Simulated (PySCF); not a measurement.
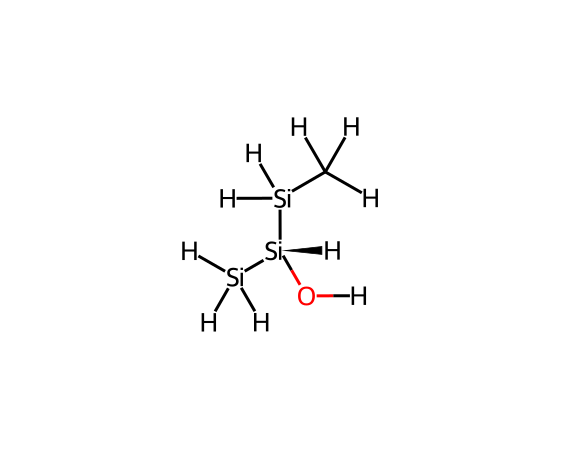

A structural formula.

Give its SMILES.

C[SiH2][Si@H](O)[SiH3]

Give the formula, hydrogens included.

CH10OSi3.

An optimisation with GFN2-xTB gave a structure of which point group?

C1.

More results for the same structure follow; atom numbers are the same in all pictures, views and colours differ. Computed geometry: GFN2-xTB optimisation. No frequency run is at hand to confirm it as a minimum.

## Shape

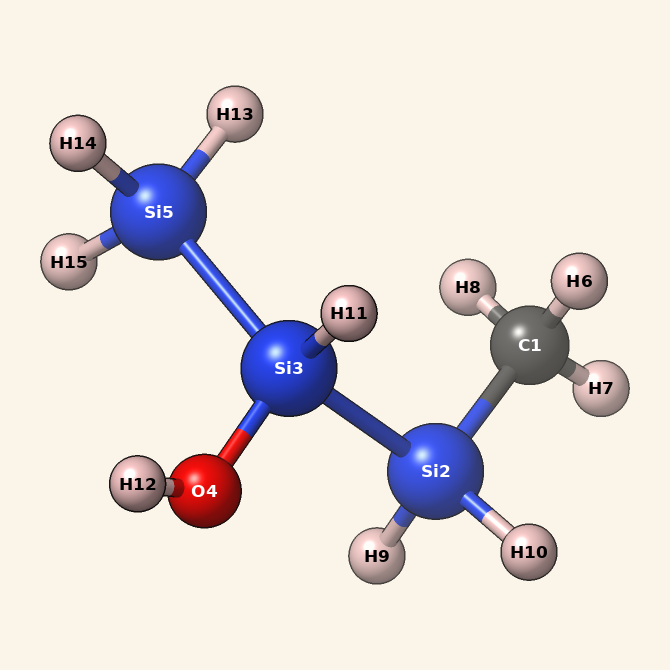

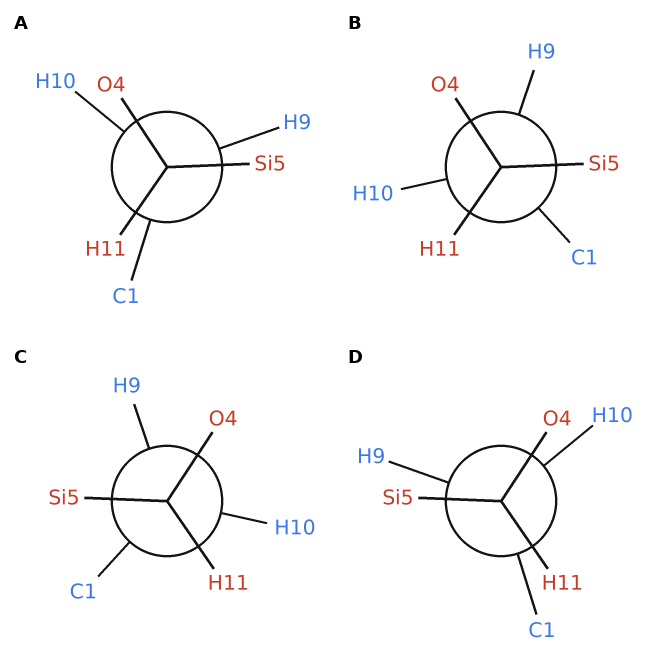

Distant atoms are faded towards the background colour. Bonds that would overlap in a projection are set slightly apart. No frequency run is at hand to confirm it as a minimum.

Which Newman projection shows the view along Si3–Si2, with Si3 in front?

B. The torsion angle Si5–Si3–Si2–C1 is 50°, synclinal (gauche).

## Excitation

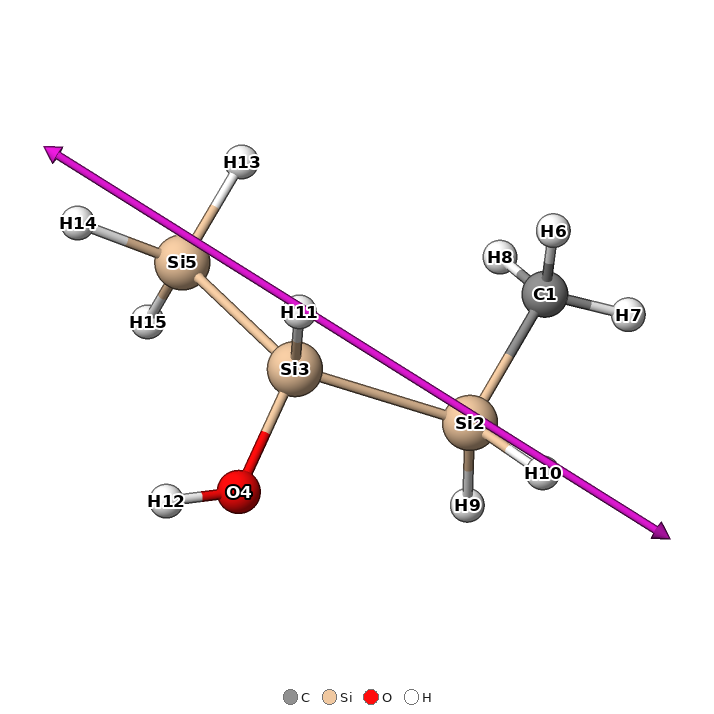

The double arrow shows the direction of the transition dipole to excited singlet state 3 (its length means nothing). No frequency run is at hand to confirm it as a minimum. Method: TDDFT PBE0/def2-SVPD, vertical, gas phase, core orbitals frozen in the response (PySCF 2.14.0).

Where does the transition lie, and how strong is it?

6.37 eV (195 nm), oscillator strength 0.13, mainly HOMO → LUMO+1 (weight 0.90); transition dipole 2.30 D.

## NMR shielding

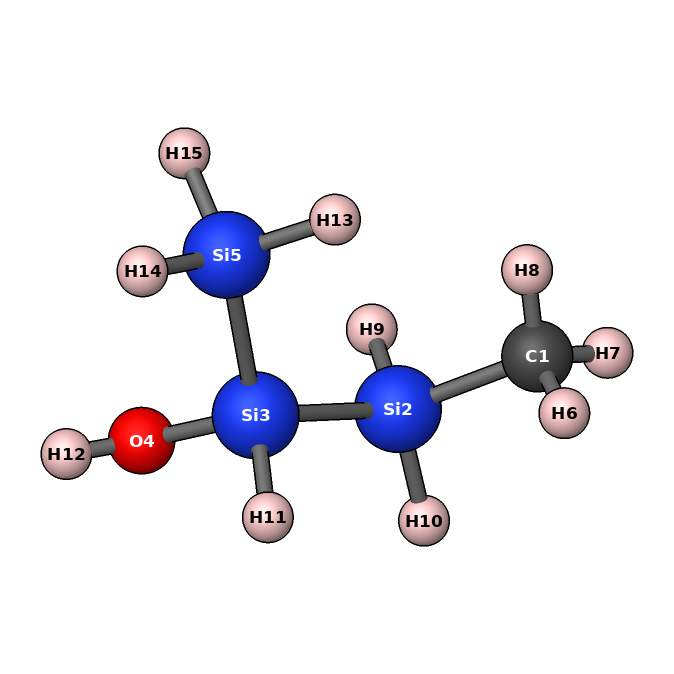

No frequency run is at hand to confirm it as a minimum. Level of theory: GIAO PBE0/pcSseg-1 NMR shielding, non-relativistic, gas phase (PySCF 2.14.0). Principal shieldings σ11 ≤ σ22 ≤ σ33, span Ω = σ33 − σ11, skew κ = 3(σiso − σ22)/Ω.

Give the shielding tensors of the O atoms.

```
atom    σ11    σ22    σ33   σiso      Ω      κ
  O4  277.4  349.3  399.2  341.9  121.8  −0.18
```

Shieldings and span in ppm.

## Charges

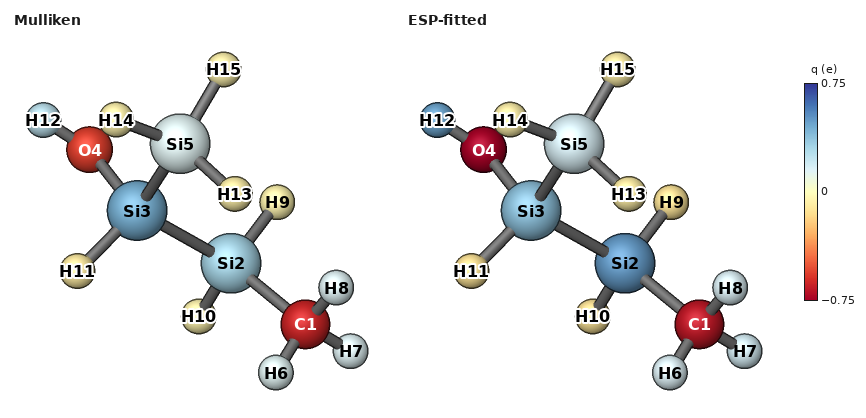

Atomic charges of one calculation by 2 schemes, on one colour scale. No frequency run is at hand to confirm it as a minimum. Level of theory: PBE0/pcSseg-1 (PySCF 2.14.0).

Which scheme gives the most polar picture (largest mean size of the charges)?

The ESP-fitted charges are the largest in size here.

On which atom do the schemes disagree most?

On H12 (from 0.25 to 0.47 e).

List the charges (e), one line for each set of equivalent atoms.

```json
{"atom": "C1", "Mulliken": "−0.63", "ESP-fitted": "−0.67"}
{"atom": "Si2", "Mulliken": "0.31", "ESP-fitted": "0.49"}
{"atom": "Si3", "Mulliken": "0.44", "ESP-fitted": "0.38"}
{"atom": "O4", "Mulliken": "−0.56", "ESP-fitted": "−0.74"}
{"atom": "Si5", "Mulliken": "0.14", "ESP-fitted": "0.17"}
{"atom": "H6", "Mulliken": "0.14", "ESP-fitted": "0.15"}
{"atom": "H7", "Mulliken": "0.15", "ESP-fitted": "0.18"}
{"atom": "H8", "Mulliken": "0.14", "ESP-fitted": "0.15"}
{"atom": "H9", "Mulliken": "−0.05", "ESP-fitted": "−0.12"}
{"atom": "H10", "Mulliken": "−0.05", "ESP-fitted": "−0.12"}
{"atom": "H11", "Mulliken": "−0.09", "ESP-fitted": "−0.12"}
{"atom": "H12", "Mulliken": "0.25", "ESP-fitted": "0.47"}
{"atom": "H13", "Mulliken": "−0.07", "ESP-fitted": "−0.08"}
{"atom": "H14", "Mulliken": "−0.06", "ESP-fitted": "−0.07"}
{"atom": "H15", "Mulliken": "−0.05", "ESP-fitted": "−0.07"}
```

Mulliken values depend strongly on the basis set and can even reverse the polarity of a bond. The geometry is semi-empirical. Around Si such bond lengths and angles can be off by a tenth of an ångström or more and by several degrees, and values that hang on the shape move with them.
